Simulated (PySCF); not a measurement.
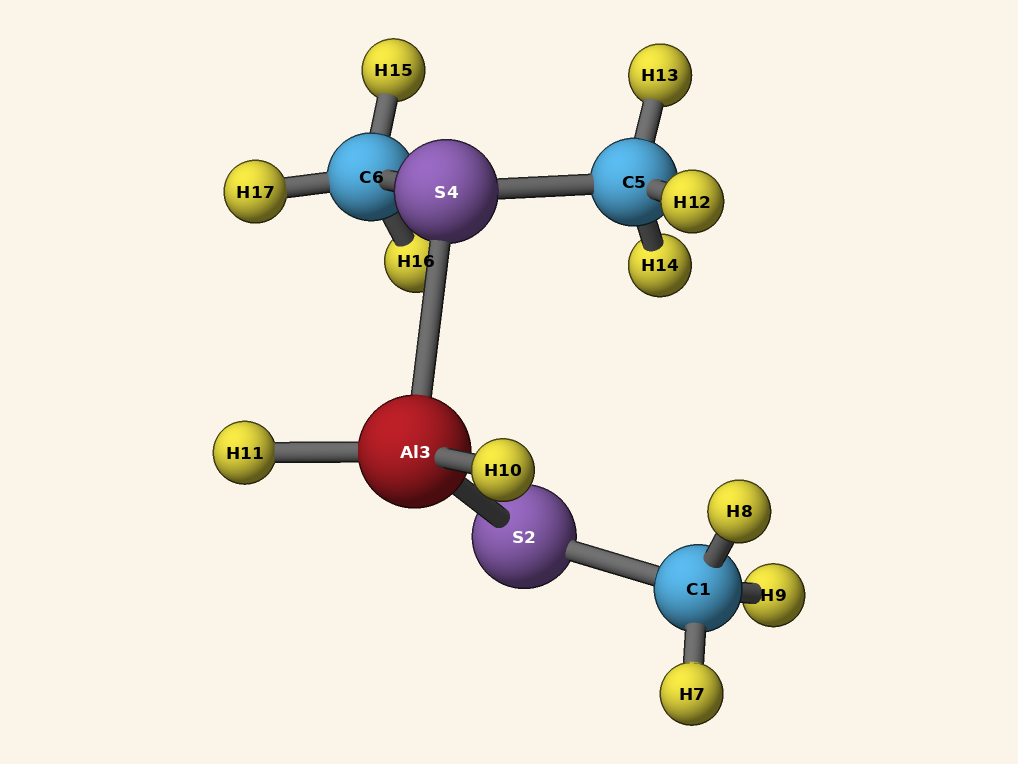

The computed structure is the end point of a PBE0-D3(BJ)/def2-SVP optimisation. No frequency run is at hand to confirm it as a minimum. Properties computed with GIAO B97-2/pcSseg-1 NMR shielding, non-relativistic, gas phase (PySCF 2.14.0). Principal shieldings σ11 ≤ σ22 ≤ σ33, span Ω = σ33 − σ11, skew κ = 3(σiso − σ22)/Ω.

Which S atom has the most anisotropic shielding?

S4, with a span of 263 ppm.

Give the shielding tensors of the S atoms.

```json
{"atom": "S2", "σ11": "651.2", "σ22": "672.1", "σ33": "844.3", "σiso": "722.5", "Ω": "193.2", "κ": "0.78"}
{"atom": "S4", "σ11": "459.7", "σ22": "557.4", "σ33": "722.6", "σiso": "579.9", "Ω": "262.9", "κ": "0.26"}
```

Shieldings and span in ppm.
